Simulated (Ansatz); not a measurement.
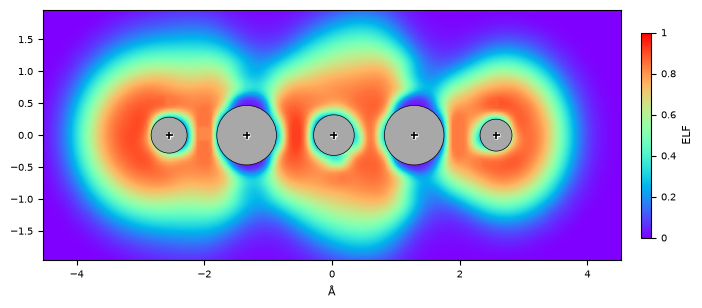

The ELF on a plane through atoms (crosses mark nuclei in the plane; grey discs cover the cores).

Computed with isolated molecule in a Gaussian basis; Kohn-Sham density functional theory, functional PBE0 in Ansatz.

Candidates:
A. B2FNO (SMILES O=B/N=B/F)
B. BClFGaH2 (SMILES F[BH2-][Ga+][Cl])
C. BrClHSi2 (SMILES Cl/[SiH]=[Si]/Br) (doublet)

Which system is this?

Answer. Candidate A: B2FNO on a plane that holds the molecular axis, which holds B, F, N and O. B–O (1.21 Å): the ELF peaks at about 0.80 between the atoms; a short, strongly polar bond. B–N (1.26 Å): the ELF peaks at about 0.85 between the atoms, as expected for a short, strongly polar bond.
